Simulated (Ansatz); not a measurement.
**C₂H₄AlCl: one molecule under many settings**

Aim: run C₂H₄AlCl under a spread of inputs, and see what each costs and gives.

Program: Ansatz 0.2.0, Gaussian basis. Level of theory: the settings change from run to run. These are calculated values, not measurements.

## 1. The relaxed structure

The geometry comes from an earlier relaxation with PBE0-D4 in a triple-zeta def2 set; it is a stationary point, not always the lowest conformer.

SMILES `[Cl][Al]1[CH2][CH2]1`, 8 atoms, charge 0, spin multiplicity 1.

Atoms are counted from 1 here; the program's logs count them from 0.

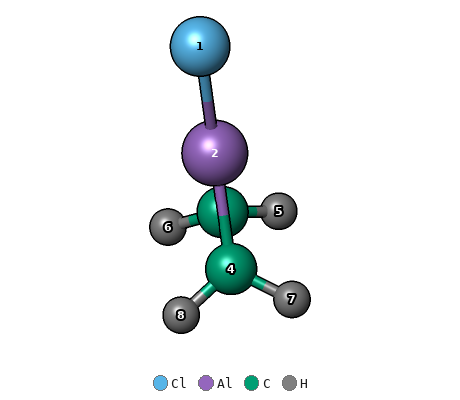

The geometry (chlorine blue, aluminium purple, carbon teal, hydrogen grey); atoms are numbered from 1 in the order of the file.

## 2. PBEsol/def2-SVPD

in.yaml

```yaml
crystal:
  periodic: [false, false, false]
  atoms:
    - {symbol: Cl, position_ang: [0.032457, -1.064523, 3.139528]}
    - {symbol: Al, position_ang: [0.019376, -0.402085, 1.168294]}
    - {symbol: C, position_ang: [0.253074, 0.871006, -0.204547]}
    - {symbol: C, position_ang: [-0.235908, -0.588712, -0.691831]}
    - {symbol: H, position_ang: [1.234008, 1.158438, -0.579626]}
    - {symbol: H, position_ang: [-0.463604, 1.667298, -0.398869]}
    - {symbol: H, position_ang: [0.475194, -1.103175, -1.336138]}
    - {symbol: H, position_ang: [-1.222399, -0.595248, -1.152612]}
basis:
  gaussian: {orbitals: def2-SVPD}
hamiltonian: {xc: {name: PBEsol}}
```

The run is started by

```console
ansatz run in.yaml --threads 2 --pin off --events-out ev --progress --plain --max-ram 4352MiB
```

The program printed:

```text
Functional definition: PBEsol
  name "PBEsol"
  cite "Perdew et al., Phys. Rev. Lett. 100, 136406 (2008) doi:10.1103/PhysRevLett.100.136406"
  cite "Perdew, Burke & Ernzerhof, Phys. Rev. Lett. 77, 3865 (1996) doi:10.1103/PhysRevLett.77.3865"
  parent pbesol
  exchange = pbesol_x
  correlation = pbesol_c
1099 factors; their error is unknown
mean field evaluation 1: about -21185.2100 eV, gradient 7.0e1 eV
mean field evaluation 2: about -21117.9295 eV, gradient 1.4e2 eV
mean field evaluation 4: about -21198.0602 eV, gradient 1.5e1 eV
mean field evaluation 8: about -21198.6979 eV, gradient 1.6e-1 eV
mean field evaluation 16: about -21198.6334 eV, gradient 2.7e-4 eV
mean field -21198.63342126 eV, -779.0354092813 hartree, gradient 2.2e-5 eV, S^2 0.000000; 0 other end points of the search recorded, 0 dependent functions left out
reference -21198.63347088 eV, -779.0354111050 hartree; 23, 23 occupied and 100, 100 virtual orbitals, 1099 factors
Total energy: -21198.63347088 eV, -779.0354111050 hartree
```

It took 1.6 s on 2 threads of Intel Xeon Platinum 8259CL at 2.50GHz, shared host.

## 3. wPBEh/pcseg-2

Set apart from the defaults: unrestricted orbitals, density fitting with cc-pVTZ-jkfit, a point charge of -1.00 e beside it.

in.yaml, as its differences from that of step 2:

```diff
@@ -12,3 +12,5 @@
 basis:
-  gaussian: {orbitals: def2-SVPD}
-hamiltonian: {xc: {name: PBEsol}}
+  gaussian: {orbitals: pcseg-2, fitting: {mean_field: cc-pVTZ-jkfit}, point_charges: [{charge: -1.00, position_ang: [4.878, 0.008, -0.428]}]}
+magnetization: {spin_polarized: true, initial_magnetization: 0}
+hamiltonian: {xc: {name: wPBEh}}
+output: {forces: true}
```

The command is unchanged.

The program printed, shortened:

```text
Functional definition: wPBEh
  name "wPBEh"
  cite "Heyd, Scuseria & Ernzerhof, J. Chem. Phys. 118, 8207 (2003) doi:10.1063/1.1564060"
  cite "Krukau, Vydrov, Izmaylov & Scuseria, J. Chem. Phys. 125, 224106 (2006) doi:10.1063/1.2404663"
  cite "Heyd & Scuseria, J. Chem. Phys. 120, 7274 (2004) doi:10.1063/1.1668634"
  cite "Ernzerhof & Perdew, J. Chem. Phys. 109, 3313 (1998) doi:10.1063/1.476928"
  cite "Perdew, Burke & Ernzerhof, Phys. Rev. Lett. 77, 3865 (1996) doi:10.1103/PhysRevLett.77.3865"
  parent pbe
[...]
520 factors; integrals over basis functions are off by at most 9.4e-1 eV
520 factors; integrals over basis functions are off by at most 1.9e-7 eV
[...]
mean field -21252.10151295 eV, -781.0003254089 hartree, gradient 1.9e-5 eV, S^2 0.000000; 0 other end points of the search recorded, 0 dependent functions left out
[...]
reference -21252.10156078 eV, -781.0003271667 hartree; 23, 23 occupied and 161, 161 virtual orbitals, 520 factors
Total energy: -21252.10156078 eV, -781.0003271667 hartree
Atom 0 at     0.032457    -1.064523     3.139528 Å, force    -0.111123    -0.059730     0.166536 eV/Å
Atom 1 at     0.019376    -0.402085     1.168294 Å, force     0.500934     0.130370    -0.279408 eV/Å
Atom 2 at     0.253074     0.871006    -0.204547 Å, force    -0.136618     0.081368     0.001893 eV/Å
Atom 3 at    -0.235908    -0.588712    -0.691831 Å, force    -0.130438    -0.040841    -0.094300 eV/Å
Atom 4 at     1.234008     1.158438    -0.579626 Å, force     0.048533    -0.102285     0.146106 eV/Å
Atom 5 at    -0.463604     1.667298    -0.398869 Å, force    -0.051806    -0.039222    -0.042158 eV/Å
Atom 6 at     0.475194    -1.103175    -1.336138 Å, force     0.021304     0.023093     0.087208 eV/Å
Atom 7 at    -1.222399    -0.595248    -1.152612 Å, force    -0.018339     0.022646    -0.009716 eV/Å
Dipole moment:     0.231298     0.061625    -0.186745 e Å
```

Run time: 6.5 s. Hardware: 2 threads of Intel Xeon Platinum 8259CL at 2.50GHz, shared host; peak memory 0.49 GiB.

Largest force 0.588 eV/Å, dipole 1.46 D, ⟨S²⟩ 0.000.

## 4. rPW86-PBE/pcseg-2

Options: density fitting with cc-pVTZ-jkfit, D3(BJ) dispersion.

in.yaml, as its differences from that of step 3:

```diff
@@ -12,5 +12,3 @@
 basis:
-  gaussian: {orbitals: pcseg-2, fitting: {mean_field: cc-pVTZ-jkfit}, point_charges: [{charge: -1.00, position_ang: [4.878, 0.008, -0.428]}]}
-magnetization: {spin_polarized: true, initial_magnetization: 0}
-hamiltonian: {xc: {name: wPBEh}}
-output: {forces: true}
+  gaussian: {orbitals: pcseg-2, fitting: {mean_field: cc-pVTZ-jkfit}}
+hamiltonian: {xc: {name: rPW86-PBE}, dispersion: d3bj}
```

Launched as before.

The program printed:

```text
Functional definition: rPW86-PBE
  name "rPW86-PBE"
  cite "Murray, Lee & Langreth, J. Chem. Theory Comput. 5, 2754 (2009) doi:10.1021/ct900365q"
  cite "Perdew, Burke & Ernzerhof, Phys. Rev. Lett. 77, 3865 (1996) doi:10.1103/PhysRevLett.77.3865"
  parent pbe
  exchange = rpw86_x
  correlation = pbe_c
520 factors; integrals over basis functions are off by at most 9.4e-1 eV
mean field evaluation 1: about -21264.1050 eV, gradient 8.8e1 eV
mean field evaluation 2: about -21144.7079 eV, gradient 1.7e2 eV
mean field evaluation 4: about -21282.5011 eV, gradient 2.1e1 eV
mean field evaluation 8: about -21283.5434 eV, gradient 2.8e-1 eV
mean field evaluation 16: about -21283.5440 eV, gradient 4.6e-5 eV
mean field -21283.54397817 eV, -782.1558146933 hartree, gradient 4.6e-5 eV, S^2 0.000000; 0 other end points of the search recorded, 0 dependent functions left out
reference -21283.54410255 eV, -782.1558192645 hartree; 23, 23 occupied and 161, 161 virtual orbitals, 520 factors
Total energy: -21283.69553762 eV, -782.1613844005 hartree
```

Run time: 4 s. Hardware: 2 threads of Intel Xeon Platinum 8259CL at 2.50GHz, shared host.

## 5. BHLYP/def2-TZVPP

Options: atoms shaken by 0.03 Å, density fitting with def2-universal-jkfit, finite nuclei.

in.yaml

```yaml
crystal:
  periodic: [false, false, false]
  atoms:
    - {symbol: Cl, position_ang: [0.025226, -1.088895, 3.105752]}
    - {symbol: Al, position_ang: [-0.029319, -0.408363, 1.178275]}
    - {symbol: C, position_ang: [0.279023, 0.851169, -0.216323]}
    - {symbol: C, position_ang: [-0.253701, -0.568774, -0.677543]}
    - {symbol: H, position_ang: [1.292958, 1.215531, -0.555316]}
    - {symbol: H, position_ang: [-0.455678, 1.635712, -0.378541]}
    - {symbol: H, position_ang: [0.500439, -1.065667, -1.335209]}
    - {symbol: H, position_ang: [-1.162207, -0.610623, -1.165174]}
basis:
  gaussian: {orbitals: def2-TZVPP, fitting: {mean_field: def2-universal-jkfit}, nuclear_model: gaussian}
hamiltonian: {xc: {name: BHLYP}}
output: {forces: true}
```

Launched as before.

The program printed, shortened:

```text
Functional definition: BHLYP
  name "BHLYP"
  cite "Becke, J. Chem. Phys. 98, 1372 (1993) doi:10.1063/1.464304"
  cite "Becke, Phys. Rev. A 38, 3098 (1988) doi:10.1103/PhysRevA.38.3098"
  cite "Lee, Yang & Parr, Phys. Rev. B 37, 785 (1988) doi:10.1103/PhysRevB.37.785"
[...]
478 factors; integrals over basis functions are off by at most 1.4e0 eV
[...]
mean field -21258.85102860 eV, -781.2483655341 hartree, gradient 3.1e-5 eV, S^2 0.000000; 0 other end points of the search recorded, 0 dependent functions left out
[...]
reference -21258.85121159 eV, -781.2483722590 hartree; 23, 23 occupied and 179, 179 virtual orbitals, 478 factors
Total energy: -21258.85121159 eV, -781.2483722590 hartree
Atom 0 at     0.025226    -1.088895     3.105752 Å, force    -0.039670    -0.181279     0.511482 eV/Å
Atom 1 at    -0.029319    -0.408363     1.178275 Å, force     0.331300     0.421597    -0.757044 eV/Å
Atom 2 at     0.279023     0.851169    -0.216323 Å, force     0.569689     1.096111     0.348204 eV/Å
Atom 3 at    -0.253701    -0.568774    -0.677543 Å, force     2.812715    -0.967079    -0.325734 eV/Å
Atom 4 at     1.292958     1.215531    -0.555316 Å, force    -1.417019    -0.777865     0.252238 eV/Å
Atom 5 at    -0.455678     1.635712    -0.378541 Å, force     0.232380    -0.030587     0.031730 eV/Å
Atom 6 at     0.500439    -1.065667    -1.335209 Å, force    -0.771013     0.174117     0.824872 eV/Å
Atom 7 at    -1.162207    -0.610623    -1.165174 Å, force    -1.718381     0.264985    -0.885749 eV/Å
Dipole moment:    -0.053650    -0.002147     0.007220 e Å
```

Run time: 2.8 s. Hardware: 2 threads of Intel Xeon Platinum 8259CL at 2.50GHz, shared host.

Largest force 2.992 eV/Å, dipole 0.26 D.

## 6. B97M-V/aug-cc-pVTZ

Options: atoms shaken by 0.15 Å.

in.yaml

```yaml
crystal:
  periodic: [false, false, false]
  atoms:
    - {symbol: Cl, position_ang: [0.211986, -1.352581, 3.244129]}
    - {symbol: Al, position_ang: [-0.029317, -0.713821, 0.926786]}
    - {symbol: C, position_ang: [0.101332, 0.684972, -0.050580]}
    - {symbol: C, position_ang: [-0.203224, -0.437490, -0.856580]}
    - {symbol: H, position_ang: [1.385889, 1.134688, -0.506109]}
    - {symbol: H, position_ang: [-0.386491, 1.857907, -0.586408]}
    - {symbol: H, position_ang: [0.479394, -0.848494, -1.301422]}
    - {symbol: H, position_ang: [-1.277554, -0.268302, -1.074155]}
basis:
  gaussian: {orbitals: aug-cc-pVTZ}
hamiltonian: {xc: {name: B97M-V}}
```

Same command.

The program printed, shortened:

```text
Functional definition: B97M-V
  name "B97M-V"
  cite "Mardirossian & Head-Gordon, J. Chem. Phys. 142, 074111 (2015) doi:10.1063/1.4907719"
  cite "Becke, J. Chem. Phys. 107, 8554 (1997) doi:10.1063/1.475007"
  cite "Vydrov & Van Voorhis, J. Chem. Phys. 133, 244103 (2010) doi:10.1063/1.3521275"
  # Of w^i u^j: cxij and so on, Table III.
[...]
  gx(w, u) = cx00 + cx01*u + cx02*u^2 + (cx10 + cx11*u)*w
  gss(w, u) = css00 + css02*u^2 + css10*w + (css32*w^3 + css42*w^4)*u^2
  gos(w, u) = cos00 + cos01*u + cos03*u^3 + cos10*w + cos32*w^3*u^2
[...]
      + integral(e_c_pw_mod_opposite_spin*gos(b97_w_opposite, b97_u_opposite)) + vv10(b, c)
1346 factors; their error is unknown
[...]
mean field -21251.21889834 eV, -780.9678899204 hartree, gradient 7.0e-5 eV, S^2 0.000000; 0 other end points of the search recorded, 0 dependent functions left out
reference -21251.21900314 eV, -780.9678937716 hartree; 23, 23 occupied and 261, 261 virtual orbitals, 1346 factors
Total energy: -21251.21900314 eV, -780.9678937716 hartree
```

Wall time 16 s (2 threads of Intel Xeon Platinum 8259CL at 2.50GHz, shared host); peak memory 0.5 GiB.

## 7. wB97X-V/pcseg-2

in.yaml

```yaml
crystal:
  periodic: [false, false, false]
  atoms:
    - {symbol: Cl, position_ang: [0.032457, -1.064523, 3.139528]}
    - {symbol: Al, position_ang: [0.019376, -0.402085, 1.168294]}
    - {symbol: C, position_ang: [0.253074, 0.871006, -0.204547]}
    - {symbol: C, position_ang: [-0.235908, -0.588712, -0.691831]}
    - {symbol: H, position_ang: [1.234008, 1.158438, -0.579626]}
    - {symbol: H, position_ang: [-0.463604, 1.667298, -0.398869]}
    - {symbol: H, position_ang: [0.475194, -1.103175, -1.336138]}
    - {symbol: H, position_ang: [-1.222399, -0.595248, -1.152612]}
basis:
  gaussian: {orbitals: pcseg-2}
hamiltonian: {xc: {name: wB97X-V}}
output: {forces: true}
```

Launched as before.

The program printed, shortened:

```text
Functional definition: wB97X-V
  name "wB97X-V"
  cite "Mardirossian & Head-Gordon, Phys. Chem. Chem. Phys. 16, 9904 (2014) doi:10.1039/C3CP54374A"
  cite "Becke, J. Chem. Phys. 107, 8554 (1997) doi:10.1063/1.475007"
  cite "Vydrov & Van Voorhis, J. Chem. Phys. 133, 244103 (2010) doi:10.1063/1.3521275"
[...]
      + integral(e_c_pw_opposite_spin*poly(b97_u_opposite, cos0, cos1)) + vv10(b, c)
1061 factors; their error is unknown
244 factors; integrals over basis functions are off by at most 4.1e-5 eV
[...]
mean field -21257.05697047 eV, -781.1824351140 hartree, gradient 2.2e-5 eV, S^2 0.000000; 0 other end points of the search recorded, 0 dependent functions left out
[...]
reference -21257.05696809 eV, -781.1824350265 hartree; 23, 23 occupied and 161, 161 virtual orbitals, 1061 factors
Total energy: -21257.05696809 eV, -781.1824350265 hartree
Atom 0 at     0.032457    -1.064523     3.139528 Å, force    -0.000582     0.031261    -0.093037 eV/Å
Atom 1 at     0.019376    -0.402085     1.168294 Å, force     0.000046    -0.010947     0.032713 eV/Å
Atom 2 at     0.253074     0.871006    -0.204547 Å, force     0.034735     0.081955     0.089664 eV/Å
Atom 3 at    -0.235908    -0.588712    -0.691831 Å, force    -0.033754    -0.119584     0.022365 eV/Å
Atom 4 at     1.234008     1.158438    -0.579626 Å, force     0.000253    -0.004477    -0.016133 eV/Å
Atom 5 at    -0.463604     1.667298    -0.398869 Å, force    -0.006051    -0.002823    -0.015035 eV/Å
Atom 6 at     0.475194    -1.103175    -1.336138 Å, force     0.005874     0.011378    -0.010428 eV/Å
Atom 7 at    -1.222399    -0.595248    -1.152612 Å, force    -0.000522     0.013238    -0.010109 eV/Å
Dipole moment:    -0.000514     0.027603    -0.082157 e Å
```

It took 11 s on 2 threads of Intel Xeon Platinum 8259CL at 2.50GHz, shared host; peak memory 0.51 GiB.

Largest force 0.126 eV/Å, dipole 0.42 D.

## 8. B2GP-PLYP/cc-pVTZ-DK

Options: coordinates scaled by 0.92, the search for lower states set to full.

in.yaml

```yaml
crystal:
  periodic: [false, false, false]
  atoms:
    - {symbol: Cl, position_ang: [0.029860, -0.979361, 2.888366]}
    - {symbol: Al, position_ang: [0.017826, -0.369918, 1.074831]}
    - {symbol: C, position_ang: [0.232829, 0.801325, -0.188183]}
    - {symbol: C, position_ang: [-0.217036, -0.541615, -0.636485]}
    - {symbol: H, position_ang: [1.135287, 1.065763, -0.533256]}
    - {symbol: H, position_ang: [-0.426515, 1.533914, -0.366959]}
    - {symbol: H, position_ang: [0.437179, -1.014921, -1.229247]}
    - {symbol: H, position_ang: [-1.124607, -0.547628, -1.060403]}
basis:
  gaussian: {orbitals: cc-pVTZ-DK}
hamiltonian: {xc: {name: B2GP-PLYP}}
scf: {lower_state_search: full}
```

Same command.

The program printed, shortened:

```text
Functional definition: B2GP-PLYP
  name "B2GP-PLYP"
  cite "Karton, Tarnopolsky, Lamère, Schatz & Martin, J. Phys. Chem. A 112, 12868 (2008) doi:10.1021/jp801805p"
  cite "Becke, Phys. Rev. A 38, 3098 (1988) doi:10.1103/PhysRevA.38.3098"
  cite "Lee, Yang & Parr, Phys. Rev. B 37, 785 (1988) doi:10.1103/PhysRevB.37.785"
[...]
1052 factors; integrals over basis functions are off by at most 8.9e-4 eV
[...]
mean field -21291.92943349 eV, -782.4639744928 hartree, gradient 4.1e-6 eV, S^2 0.000000; 0 other end points of the search recorded, 0 dependent functions left out
12 core orbitals not correlated: weight in the atoms' cores, before any rotation towards them, 1.000 or more for the frozen orbitals, at most 0.000 for the correlated occupied ones
reference -21291.92955113 eV, -782.4639788157 hartree; 11, 11 occupied and 161, 161 virtual orbitals, 1052 factors
second order -18.65686401 eV of doubles, -0.00000000 eV of singles
Total energy: -21298.64602217 eV, -782.7108045740 hartree
Relativity: scalar
```

It took 6 s on 2 threads of Intel Xeon Platinum 8259CL at 2.50GHz, shared host.

## 9. wPBEh/def2-SVPD

Options: high accuracy, the search for lower states set to full.

in.yaml

```yaml
crystal:
  periodic: [false, false, false]
  atoms:
    - {symbol: Cl, position_ang: [0.032457, -1.064523, 3.139528]}
    - {symbol: Al, position_ang: [0.019376, -0.402085, 1.168294]}
    - {symbol: C, position_ang: [0.253074, 0.871006, -0.204547]}
    - {symbol: C, position_ang: [-0.235908, -0.588712, -0.691831]}
    - {symbol: H, position_ang: [1.234008, 1.158438, -0.579626]}
    - {symbol: H, position_ang: [-0.463604, 1.667298, -0.398869]}
    - {symbol: H, position_ang: [0.475194, -1.103175, -1.336138]}
    - {symbol: H, position_ang: [-1.222399, -0.595248, -1.152612]}
basis:
  gaussian: {orbitals: def2-SVPD}
hamiltonian: {xc: {name: wPBEh}}
accuracy: high
scf: {lower_state_search: full}
```

Same command.

The program printed, shortened:

```text
Functional definition: wPBEh
  name "wPBEh"
  cite "Heyd, Scuseria & Ernzerhof, J. Chem. Phys. 118, 8207 (2003) doi:10.1063/1.1564060"
  cite "Krukau, Vydrov, Izmaylov & Scuseria, J. Chem. Phys. 125, 224106 (2006) doi:10.1063/1.2404663"
  cite "Heyd & Scuseria, J. Chem. Phys. 120, 7274 (2004) doi:10.1063/1.1668634"
  cite "Ernzerhof & Perdew, J. Chem. Phys. 109, 3313 (1998) doi:10.1063/1.476928"
  cite "Perdew, Burke & Ernzerhof, Phys. Rev. Lett. 77, 3865 (1996) doi:10.1103/PhysRevLett.77.3865"
  parent pbe
[...]
2360 factors; integrals over basis functions are off by at most 4.0e-9 eV
152 factors; integrals over basis functions are off by at most 1.4e-9 eV
[...]
mean field -21242.94398099 eV, -780.6637923166 hartree, gradient 1.2e-8 eV, S^2 0.000000; 0 other end points of the search recorded, 0 dependent functions left out
reference -21242.94398559 eV, -780.6637924857 hartree; 23, 23 occupied and 100, 100 virtual orbitals, 2360 factors
Total energy: -21242.94398559 eV, -780.6637924857 hartree
```

It took 9 s on 2 threads of Intel Xeon Platinum 8259CL at 2.50GHz, shared host; peak memory 0.52 GiB.

## 10. revPBE/x2c-TZVPPall

Options: high accuracy.

in.yaml, as its differences from that of step 9:

```diff
@@ -12,5 +12,5 @@
 basis:
-  gaussian: {orbitals: def2-SVPD}
-hamiltonian: {xc: {name: wPBEh}}
+  gaussian: {orbitals: x2c-TZVPPall}
+hamiltonian: {xc: {name: revPBE}}
 accuracy: high
-scf: {lower_state_search: full}
+output: {forces: true}
```

Same command.

The program printed, shortened:

```text
Functional definition: revPBE
  name "revPBE"
  cite "Zhang & Yang, Phys. Rev. Lett. 80, 890 (1998) doi:10.1103/PhysRevLett.80.890"
  cite "Perdew, Burke & Ernzerhof, Phys. Rev. Lett. 77, 3865 (1996) doi:10.1103/PhysRevLett.77.3865"
[...]
3381 factors; integrals over basis functions are off by at most 1.5e-8 eV
[...]
mean field -21307.66673936 eV, -783.0423098164 hartree, gradient 4.4e-8 eV, S^2 0.000000; 0 other end points of the search recorded, 0 dependent functions left out
[...]
reference -21307.66674416 eV, -783.0423099925 hartree; 23, 23 occupied and 179, 179 virtual orbitals, 3381 factors
Total energy: -21307.66674416 eV, -783.0423099925 hartree
Relativity: scalar
Atom 0 at     0.032457    -1.064523     3.139528 Å, force     0.002649    -0.132454     0.394131 eV/Å
Atom 1 at     0.019376    -0.402085     1.168294 Å, force     0.001003    -0.057628     0.171610 eV/Å
Atom 2 at     0.253074     0.871006    -0.204547 Å, force     0.084779     0.281223     0.001772 eV/Å
Atom 3 at    -0.235908    -0.588712    -0.691831 Å, force    -0.085673    -0.225543    -0.167408 eV/Å
Atom 4 at     1.234008     1.158438    -0.579626 Å, force     0.219011     0.087337    -0.083391 eV/Å
Atom 5 at    -0.463604     1.667298    -0.398869 Å, force    -0.147672     0.197127    -0.044120 eV/Å
Atom 6 at     0.475194    -1.103175    -1.336138 Å, force     0.146335    -0.129860    -0.156045 eV/Å
Atom 7 at    -1.222399    -0.595248    -1.152612 Å, force    -0.220432    -0.020202    -0.116548 eV/Å
Dipole moment:    -0.000397     0.021441    -0.063817 e Å
```

Wall time 16 s (2 threads of Intel Xeon Platinum 8259CL at 2.50GHz, shared host); peak memory 0.9 GiB.

Largest force 0.416 eV/Å, dipole 0.32 D.

## 11. All runs side by side

| level | charge | multiplicity | geometry | functions | energy (eV) | time |
| --- | --- | --- | --- | --- | --- | --- |
| PBEsol/def2-SVPD | 0 | 1 | relaxed | 123 | -21198.633 | 1.6 s |
| wPBEh/pcseg-2 | 0 | 1 | relaxed, point charge | 184 | -21252.102 | 6.5 s |
| rPW86-PBE/pcseg-2 | 0 | 1 | relaxed | 184 | -21283.696 | 4 s |
| BHLYP/def2-TZVPP | 0 | 1 | shaken | 202 | -21258.851 | 2.8 s |
| B97M-V/aug-cc-pVTZ | 0 | 1 | shaken | 284 | -21251.219 | 16 s |
| wB97X-V/pcseg-2 | 0 | 1 | relaxed | 184 | -21257.057 | 11 s |
| B2GP-PLYP/cc-pVTZ-DK | 0 | 1 | scaled | 184 | -21298.646 | 6 s |
| wPBEh/def2-SVPD | 0 | 1 | relaxed | 123 | -21242.944 | 9 s |
| revPBE/x2c-TZVPPall | 0 | 1 | relaxed | 202 | -21307.667 | 16 s |

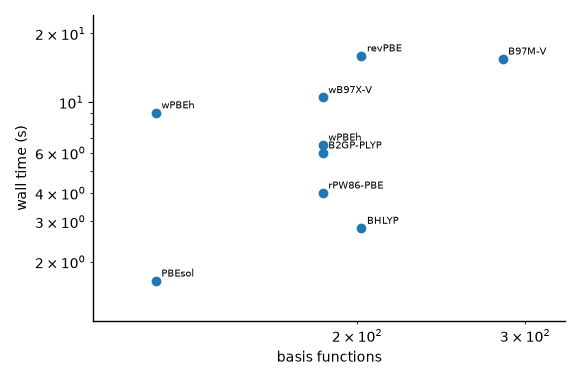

Wall time against the number of basis functions (shared host).

## 12. Results

| quantity | value |
| --- | --- |
| runs | 9 |
| quickest | PBEsol/def2-SVPD, 1.6 s |
| slowest | revPBE/x2c-TZVPPall, 16 s |
| spread of total energies, same state and geometry | 109.0 eV |
| dipole, same state and geometry | 0.32 to 0.42 D |

In words: Run time spans a factor of 10, from PBEsol/def2-SVPD to revPBE/x2c-TZVPPall. The jobs differ in tasks and options as well as level. Total energies at one charge and spin differ by 109 eV between levels, so only differences within one level mean anything. Some of these runs are scalar-relativistic and others not, which shifts the totals of all-electron atoms past neon by eV; core potentials, where a basis has them, take the core out of the total altogether. At the PBE0-D4/def2-TZVP geometry and in the same state, runs without warnings or point charges leave forces up to 0.42 eV/Å (revPBE/x2c-TZVPPall), against 3.0 eV/Å where the atoms were moved.
